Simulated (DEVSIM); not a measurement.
Device: illuminated Si p-on-n cell, one wavelength, at 400 K.

| layer (left to right) | material | thickness (μm) | Nd (cm⁻³) | Na (cm⁻³) | τn (s) | τp (s) | absorption coefficient (cm⁻¹) |
|---|---|---|---|---|---|---|---|
| 1 | Si | 0.640 | - | 6e17 | 1.1e-6 | 3.6e-6 | 14000 |
| 2 | Si | 47.0 | 3.7e16 | - | 4.7e-6 | 4.7e-6 | 14000 |

Left contact: ohmic, minority electron recombination velocity 8000 cm/s. Right contact: ohmic, minority hole recombination velocity 300 cm/s. Voltage is applied to the left contact. Recombination: SRH at mid-gap, radiative, Auger. Light enters at the left, 1e18 photons cm⁻² s⁻¹, one pass, no reflection. Mobility is constant in doping.

Constants are typed, rounded textbook-type inputs, not results; the design itself was drawn at random and stands for no fabricated device. Values at 300 K; Nc and Nv go as T^1.5, mobilities as T to minus their exponent, the gap by Varshni's rule with the affinity fixed.

| parameter | Si |
|---|---|
| gap (eV) | 1.124 |
| affinity (eV) | 4.05 |
| permittivity | 11.7 |
| Nc (cm⁻³) | 2.86e19 |
| Nv (cm⁻³) | 3.1e19 |
| μn (cm²/Vs) | 1417 |
| μp (cm²/Vs) | 470 |
| T exponent of μn | 2.3 |
| T exponent of μp | 2.2 |
| B (cm³/s) | 4.7e-15 |
| Cn (cm⁶/s) | 2.8e-31 |
| Cp (cm⁶/s) | 9.9e-32 |
| Varshni α (eV/K) | 0.000473 |
| Varshni β (K) | 636 |

Model (solved in DEVSIM): 1D drift-diffusion, Boltzmann statistics, complete ionisation; no tunnelling, impact ionisation, image-force lowering or self-heating.

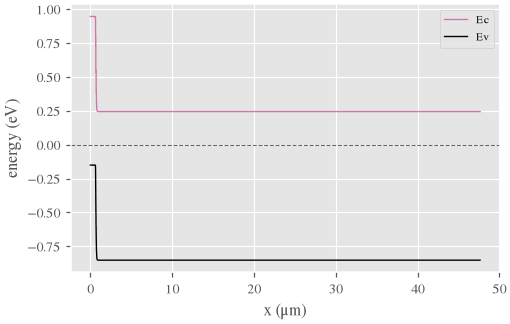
Figure: Band edges at zero bias, in the dark

Energies count from the Fermi level of the right contact; mesh points crowd at the junctions.

```json
[
 {"x (μm)": "0.000", "Ec (eV)": "0.946", "Ev (eV)": "-0.151", "n (cm⁻³)": "5.4e7", "p (cm⁻³)": "6.0e17", "field (V/cm)": "≈ 0"},
 {"x (μm)": "0.03142", "Ec (eV)": "0.946", "Ev (eV)": "-0.151", "n (cm⁻³)": "5.4e7", "p (cm⁻³)": "6.0e17", "field (V/cm)": "≈ 0"},
 {"x (μm)": "0.09606", "Ec (eV)": "0.946", "Ev (eV)": "-0.151", "n (cm⁻³)": "5.4e7", "p (cm⁻³)": "6.0e17", "field (V/cm)": "≈ 0"},
 {"x (μm)": "0.2434", "Ec (eV)": "0.946", "Ev (eV)": "-0.151", "n (cm⁻³)": "5.4e7", "p (cm⁻³)": "6.0e17", "field (V/cm)": "≈ 0"},
 {"x (μm)": "0.5092", "Ec (eV)": "0.946", "Ev (eV)": "-0.151", "n (cm⁻³)": "5.4e7", "p (cm⁻³)": "6.0e17", "field (V/cm)": "≈ 0"},
 {"x (μm)": "0.5923", "Ec (eV)": "0.946", "Ev (eV)": "-0.151", "n (cm⁻³)": "5.4e7", "p (cm⁻³)": "6.0e17", "field (V/cm)": "-72"},
 {"x (μm)": "0.6326", "Ec (eV)": "0.918", "Ev (eV)": "-0.178", "n (cm⁻³)": "1.2e8", "p (cm⁻³)": "2.7e17", "field (V/cm)": "-40000"},
 {"x (μm)": "0.6725", "Ec (eV)": "0.632", "Ev (eV)": "-0.464", "n (cm⁻³)": "4.8e11", "p (cm⁻³)": "6.8e13", "field (V/cm)": "-64000"},
 {"x (μm)": "0.7439", "Ec (eV)": "0.323", "Ev (eV)": "-0.773", "n (cm⁻³)": "3.7e15", "p (cm⁻³)": "8.7e9", "field (V/cm)": "-24000"},
 {"x (μm)": "0.9171", "Ec (eV)": "0.244", "Ev (eV)": "-0.852", "n (cm⁻³)": "3.7e16", "p (cm⁻³)": "8.7e8", "field (V/cm)": "-43"},
 {"x (μm)": "1.325", "Ec (eV)": "0.244", "Ev (eV)": "-0.852", "n (cm⁻³)": "3.7e16", "p (cm⁻³)": "8.7e8", "field (V/cm)": "≈ 0"},
 {"x (μm)": "2.748", "Ec (eV)": "0.244", "Ev (eV)": "-0.852", "n (cm⁻³)": "3.7e16", "p (cm⁻³)": "8.7e8", "field (V/cm)": "≈ 0"},
 {"x (μm)": "5.636", "Ec (eV)": "0.244", "Ev (eV)": "-0.852", "n (cm⁻³)": "3.7e16", "p (cm⁻³)": "8.7e8", "field (V/cm)": "≈ 0"},
 {"x (μm)": "12.44", "Ec (eV)": "0.244", "Ev (eV)": "-0.852", "n (cm⁻³)": "3.7e16", "p (cm⁻³)": "8.7e8", "field (V/cm)": "≈ 0"},
 {"x (μm)": "32.02", "Ec (eV)": "0.244", "Ev (eV)": "-0.852", "n (cm⁻³)": "3.7e16", "p (cm⁻³)": "8.7e8", "field (V/cm)": "≈ 0"},
 {"x (μm)": "41.02", "Ec (eV)": "0.244", "Ev (eV)": "-0.852", "n (cm⁻³)": "3.7e16", "p (cm⁻³)": "8.7e8", "field (V/cm)": "≈ 0"},
 {"x (μm)": "44.84", "Ec (eV)": "0.244", "Ev (eV)": "-0.852", "n (cm⁻³)": "3.7e16", "p (cm⁻³)": "8.7e8", "field (V/cm)": "≈ 0"},
 {"x (μm)": "46.42", "Ec (eV)": "0.244", "Ev (eV)": "-0.852", "n (cm⁻³)": "3.7e16", "p (cm⁻³)": "8.7e8", "field (V/cm)": "≈ 0"},
 {"x (μm)": "47.27", "Ec (eV)": "0.244", "Ev (eV)": "-0.852", "n (cm⁻³)": "3.7e16", "p (cm⁻³)": "8.7e8", "field (V/cm)": "≈ 0"},
 {"x (μm)": "47.49", "Ec (eV)": "0.244", "Ev (eV)": "-0.852", "n (cm⁻³)": "3.7e16", "p (cm⁻³)": "8.7e8", "field (V/cm)": "≈ 0"},
 {"x (μm)": "47.59", "Ec (eV)": "0.244", "Ev (eV)": "-0.852", "n (cm⁻³)": "3.7e16", "p (cm⁻³)": "8.7e8", "field (V/cm)": "≈ 0"},
 {"x (μm)": "47.64", "Ec (eV)": "0.244", "Ev (eV)": "-0.852", "n (cm⁻³)": "3.7e16", "p (cm⁻³)": "8.7e8", "field (V/cm)": "≈ 0"}
]
```
